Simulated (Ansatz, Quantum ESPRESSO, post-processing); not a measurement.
# 2H-NbSTe, 1 layer: response to a perpendicular field, part 5 of 7

Aim: how 2H-NbSTe, 1 layer screens a field along its normal, and what the field does to its bands.

Quantum ESPRESSO 7.5; plane-wave DFT, RPBE, GBRV ultrasoft pseudopotentials made under PBE; geometry and cross-check by Ansatz 0.2.0 with PAW datasets.

So far. Step 12 (Electrostatic potential): The slope in the vacuum is 0.300 eV/Å for an applied 0.30 V/Å, as it should be. Step 13 (Bands along a path: field 0.3 V/Å): Upper empty bands that drop with the field can be states of the vacuum, held by the sawtooth; they depend on the cell's width.

### 14. Valence density

The density shows how far the electrons spill into the vacuum.

f0.rho.in reads:

```
&inputpp
  prefix = 'f0'
  outdir = './out'
  filplot = 'f0.rho.dat'
  plot_num = 0
/
```

Launch:

```bash
> OMP_NUM_THREADS=1 mpirun -n 4 pp.x -in f0.rho.in > f0.rho.out
```

Numbers of over 12 decimals in the logs are rounded to 6 here.

The program printed:

```text
[banner, memory and clock lines left out]
Program POST-PROC v.7.5 starts

          URL

     ./out/f0.save/

     IMPORTANT: XC functional enforced from input :
     Exchange-correlation= RPBE
                           (   1   4  44   4   0   0   0)
     Any further DFT definition will be discarded
     Please, verify this is what you really want

     negative rho (up, down):  2.717E-03 0.000E+00

     Adding external electric field

     Computed dipole along edir(3) :
        Dipole               -0.0761 Ry au,         -0.1934 Debye
        Dipole field         -0.0006 Ry au,

        Potential amp.        0.0476 Ry
        Total length         37.0610 bohr

     Calling punch_plot, plot_num =   0
     Writing data to file  f0.rho.dat
     Message from routine chdens:
     namelist plot not found or invalid, exiting

Note: The following floating-point exceptions are signalling: IEEE_UNDERFLOW_FLAG IEEE_DENORMAL
Note: The following floating-point exceptions are signalling: IEEE_UNDERFLOW_FLAG IEEE_DENORMAL
Note: The following floating-point exceptions are signalling: IEEE_UNDERFLOW_FLAG IEEE_DENORMAL
Note: The following floating-point exceptions are signalling: IEEE_UNDERFLOW_FLAG IEEE_DENORMAL
```

Wall time 1.9 s (4 MPI ranks of Intel Xeon Platinum 8488C (Sapphire Rapids), shared host); peak memory 0.11 GiB.

This step gave:

- electrons by integration: 25.00 e

Mean over planes. The valence density, planar mean by z:

```csv
z (Å),"valence density, planar mean (e/Å³)"
4,9.3e-6
6,0.00243
8,0.232
10,0.652
12,0.369
14,0.00290
16,7.9e-6
```

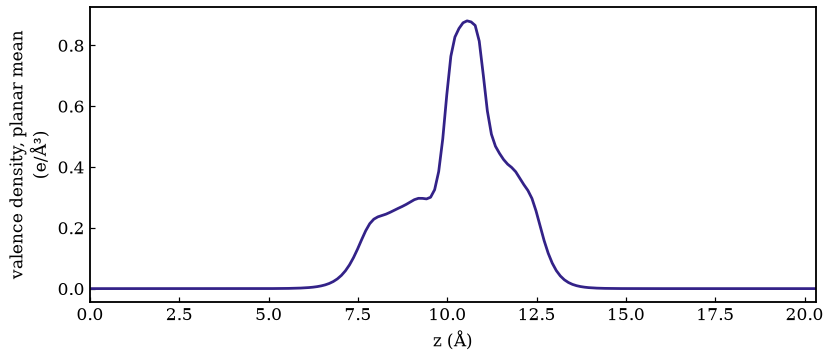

Valence density, planar mean against z.

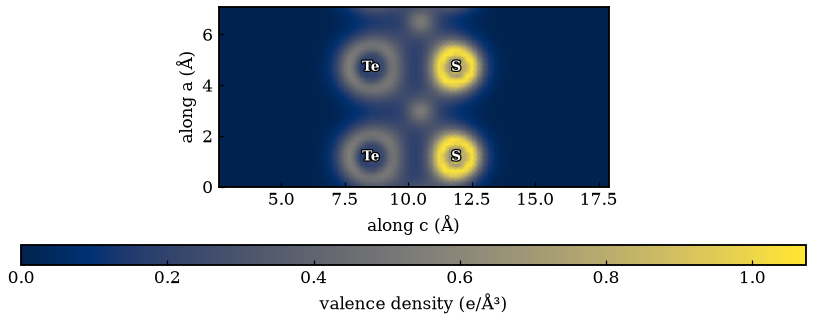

Valence density in the ca plane at fractional y = 0.667, with atoms of Te and S within 0.2 Å of it. It is the smooth field of the valence electrons, not physical close to the nuclei. The far vacuum is left out of the map.

The density integrates to 25.000 electrons, as the 25 of the input ask.

### 15. Density by pp.x

f2.rho.in reads:

```
&inputpp
  prefix = 'f2'
  outdir = './out'
  filplot = 'f2.rho.dat'
  plot_num = 0
/
```

Launch:

```bash
> OMP_NUM_THREADS=1 mpirun -n 4 pp.x -in f2.rho.in > f2.rho.out
```

It took 1.8 s on 4 MPI ranks; peak memory 0.11 GiB.

### 16. Charge moved by a field of 0.2 V/Å

Read from the output:

| Quantity | Value |
| --- | --- |
| largest charge moved across a plane | 0.001145 e/Å² |
| dipole step | -1.129 eV |

Table of planar mean by z:

```csv
z (Å),planar mean (e/Å³)
2,5.1e-8
3,4.2e-7
4,3.3e-6
5,2.5e-5
6,1.5e-4
7,6.2e-4
8,1.7e-4
9,1.4e-4
10,-1.9e-4
11,4.0e-5
12,-1.8e-4
13,-6.9e-4
14,-1.3e-4
15,-1.4e-5
16,-1.2e-6
17,-1.0e-7
18,-7.4e-9
```

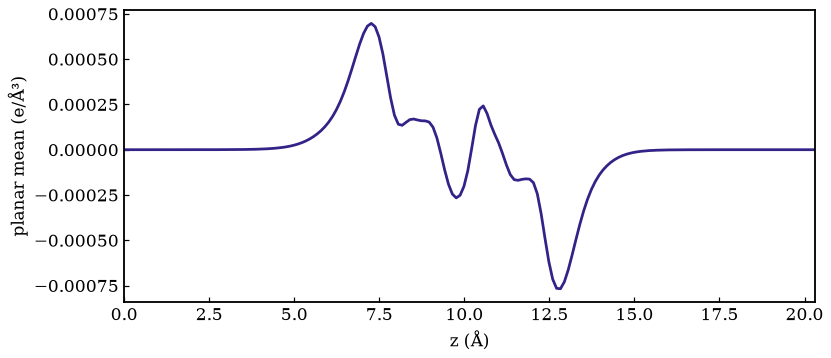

Planar mean against z.

Table of running integral, electrons below z by z:

```csv
z (Å),"running integral, electrons below z (e/Å²)"
2,2.8e-8
3,2.3e-7
4,1.8e-6
5,1.4e-5
6,9.3e-5
7,4.8e-4
8,9.7e-4
9,0.00113
10,1.0e-3
11,0.00111
12,9.7e-4
13,3.9e-4
14,5.3e-5
15,5.0e-6
16,4.1e-7
17,3.3e-8
```

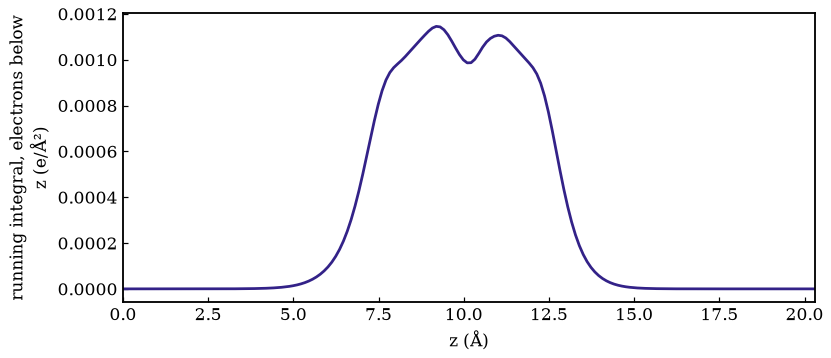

Running integral, electrons below z against z.

### 17. Polarisability from the dipole between 0 and 0.1 V/A

This step gave:

```
change of slope in the vacuum : 0.10000 eV/Å
polarisability a cell         : 4.845 Å³
sheet polarisability 4πα/A    : 5.636 Å
```

The change of the potential energy, second field less first by z:

```csv
z (Å),"change of the potential energy, second field less first (eV)"
0,-0.349
1,-0.619
2,-0.519
3,-0.419
4,-0.319
5,-0.219
6,-0.123
7,-0.0423
8,-0.00970
9,-0.00373
10,-0.00339
11,0.00285
12,0.00710
13,0.0379
14,0.120
15,0.218
16,0.317
17,0.417
18,0.517
19,0.617
20,0.385
```

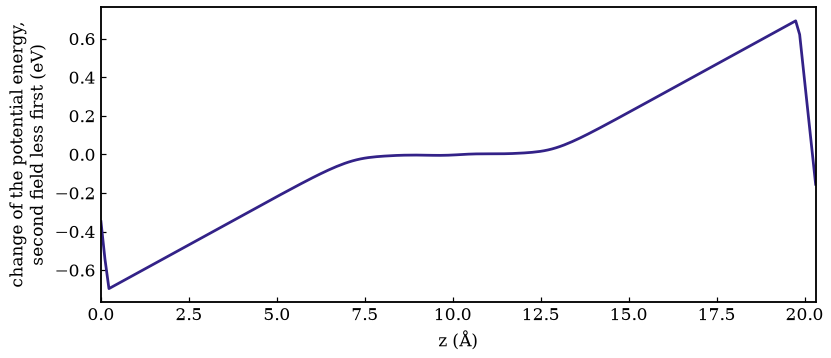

Change of the potential energy, second field less first against z.

### 18. Dipole against field

The dipole along the normal, dipole moment by applied field:

```csv
applied field (V/Å),"dipole along the normal, dipole moment (e·Å)"
0.000,-0.0403
0.100,-0.00662
0.200,0.0271
0.300,0.0610
```

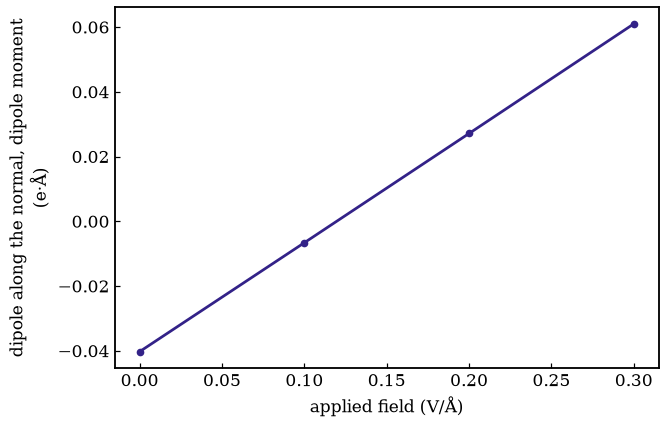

Dipole along the normal, dipole moment against applied field.

### 19. Cross-check with Ansatz: field 0.1 V/Å

A second code with its own PAW datasets, on the same atoms.

Level of this step: plane-wave DFT, PBE, Ansatz PAW (Ansatz 0.2.0).

input.yaml reads:

```yaml
crystal:
  lattice:
    - [3.5319012498, 0.0, 0.0]
    - [-1.7659506249, 3.058716206, 0.0]
    - [0.0, 0.0, 20.4289942626]
  atoms:
    - { symbol: Te, position: [0.3333333333, 0.6666666667, 0.4174255394] }
    - { symbol: Nb, position: [0.0, 0.0, 0.51335958] }
    - { symbol: S, position: [0.3333333333, 0.6666666667, 0.581986022] }
kpoints:
  mp_grid: { grid: [12, 12, 1] }
hamiltonian:
  xc: pbe
scf:
  occupations: { method: fermi_dirac, width: 0.054 }
  convergence: { dr2_threshold: 1.0e-09 }
efield:
  axis: 3
  dipole_correction: true
  ramp_position: 0.97
  ramp_width: 0.04
  amplitude: 0.1
output:
  write_potential: true
  write_density: true
  volumetric_format: npy
```

Launch:

```bash
> ansatz run input.yaml --threads 4 --pin off --max-ram 8192MiB --backend cpu --events-out ev --progress --plain --runs-dir out
```

The program printed:

```text
[...]
Crystal: 3 atoms, lattice volume = 220.696 Å³
Basis set: ecut = 420 eV, 4311 PW (Γ)
Bands: 22, of which v1, the nominal top of the filled ones, is band 18 counted from 1 (17 counted from 0)
Symmetry: 6 space group operations
[...]
k-points: 19 of 144 (time reversal used)
[...]
SCF iter   1: F=—  HF=-12437.820917 eV  |F-HF|=—  |Δ(HF+E_count)|=         —  Δρ=3.64e-2  dr2=5.23e0  ethr=3.10e-3  p=0.035 e·Å  D=2.83e-2 V/Å  ΔV_dip=-0.58 eV  dr2_dipole=5.34e-2  V_vac-E_F(+/−)=6.27/4.96 eV  ⟨swp⟩=9.8  Hψ=2475  notcnv=0
[...]
SCF iter  11: F=-12436.519271 eV  HF=-12436.519271 eV  |F-HF|=1.79e-9  |Δ(HF+E_count)|=   8.47e-8  Δρ=5.28e-7  dr2=8.51e-10  ethr=2.86e-12  p=-0.004 e·Å  D=-3.10e-3 V/Å  ΔV_dip=0.06 eV  dr2_dipole=1.32e-10  V_vac-E_F(+/−)=6.18/4.23 eV  ⟨swp⟩=3.7  Hψ=1696  notcnv=0
SCF 1 converged in 11 iterations: F = -12436.519271 eV  dr2 = 8.51e-10
[...]
WARN: The output density's exchange-correlation potential varies sharply where the density is thin. Do not read a vacuum level from v_tot or v_xc, or from such a field of the output density. On a cell that repeats whose density bears no net charge and no dipole along the vacuum's axis use v_es (v_loc + v_h of the components); under efield.dipole_correction with no amplitude use v_es + v_field, which holds any externa [...]
SCF converged after 11 iterations
Free energy (F): -12436.519271 eV
[...]
Internal energy: -12436.480196 eV  (E = F + TS)
E sigma→0 (E₀):  -12436.499734 eV
Entropy (-TS):   -0.039074 eV (-13.025 meV/atom)
Fermi energy:    -0.263314 eV
Dipole field:    D = -0.003089 V/Å  (p = -0.003768 e·Å, saw-weighted, corrected)
Work function:   not extracted (applied field tilts the vacuum); planar V_es + V_field profile in the machine report
[...]
--- Band table (eV; the first three rows and the last of 19) ---
  k-point 0: bands = [... 14 lower, -2.2148, -0.7520, -0.7520, 0.6668, 2.5303, 2.5303, 3.0261, 3.0261]
  k-point 1: bands = [... 14 lower, -2.1566, -0.9386, -0.8325, 0.5659, 2.3819, 2.6309, 2.6728, 2.9287]
  k-point 2: bands = [... 14 lower, -2.2293, -1.3935, -0.9771, 0.2221, 1.8489, 2.4816, 2.6332, 3.0918]
  k-point 18: bands = [... 14 lower, -3.5465, -3.0629, -1.8265, -0.0765, 1.2465, 2.6179, 3.0724, 4.0578]
```

Run time: 4.1 s. Hardware: 4 threads; peak memory 0.55 GiB.

Numbers from this step:

- free energy: -12436.5193 eV
- energy at zero smearing: -12436.4997 eV
- smearing term TS: 0.03907 eV
- Fermi energy: -0.2633 eV
- dipole along the normal: -0.003768 e·Å

At 0.1 V/Å Ansatz's dipole is -0.0038 e Å against -0.0066 from pw.x, under another functional.

### 20. The same in Ansatz: field -0.1 V/Å

input.yaml is the input of step 19 with these lines changed:

```diff
@@ -21,3 +21,3 @@
   ramp_width: 0.04
-  amplitude: 0.1
+  amplitude: -0.1
 output:
```

The program printed:

```text
[...]
Crystal: 3 atoms, lattice volume = 220.696 Å³
Basis set: ecut = 420 eV, 4311 PW (Γ)
Bands: 22, of which v1, the nominal top of the filled ones, is band 18 counted from 1 (17 counted from 0)
Symmetry: 6 space group operations
[...]
k-points: 19 of 144 (time reversal used)
[...]
--- Band table (eV; the first three rows and the last of 19) ---
  k-point 0: bands = [... 14 lower, -2.1947, -0.7507, -0.7507, 0.6445, 2.5238, 2.5238, 3.0338, 3.0338]
  k-point 1: bands = [... 14 lower, -2.1395, -0.9343, -0.8306, 0.5466, 2.3836, 2.6237, 2.6690, 2.9370]
  k-point 2: bands = [... 14 lower, -2.2213, -1.3797, -0.9737, 0.2087, 1.8623, 2.4818, 2.6091, 3.0922]
  k-point 18: bands = [... 14 lower, -3.5552, -3.0658, -1.8219, -0.0748, 1.2452, 2.6236, 3.0767, 4.0617]
[key lines of the parts left out:]
SCF converged after 12 iterations
Free energy (F): -12436.526761 eV
Fermi energy:    -0.268356 eV
Dipole field:    D = -0.058288 V/Å  (p = -0.071090 e·Å, saw-weighted, corrected)
```

Wall time 3.2 s (4 threads); peak memory 0.53 GiB.

This step gave:

| Quantity | Value |
| --- | --- |
| free energy | -12436.5268 eV |
| energy at zero smearing | -12436.5073 eV |
| smearing term TS | 0.03887 eV |
| Fermi energy | -0.2684 eV |
| dipole along the normal | -0.07109 e·Å |

### 21. Dipole against field, Ansatz

The dipole along the normal, dipole moment by applied field:

```csv
applied field (V/Å),"dipole along the normal, dipole moment (e·Å)"
-0.1000,-0.0711
0.0000,-0.0375
0.1000,-0.00377
```

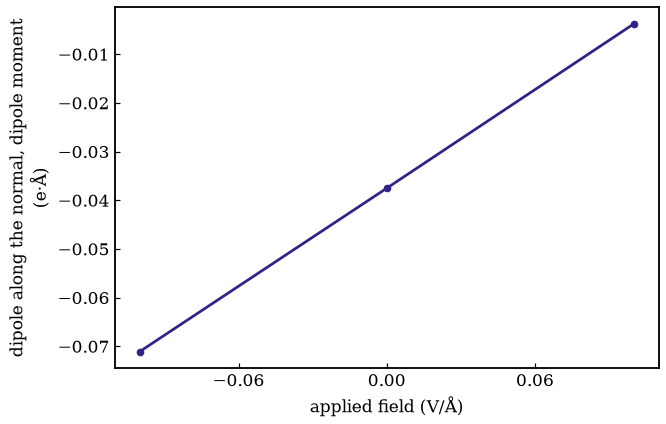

Dipole along the normal, dipole moment, plotted against applied field.

[end of part 5 of 7]

[Logs are printed without paths, hosts, clocks, repeated set-up lines and the standing remarks that a program may print on its own settings, such as how far it seeks lower states.]

[Hosts, paths, dates, database ids (printed as entryN), source tags and the programs' standing remarks are cut or masked in the printed files.]

[Maps of the electrostatic potential energy from Ansatz leave out the sawtooth potential of an applied field or a dipole correction, so their vacuum need not be flat; planar profiles and work functions include it.]
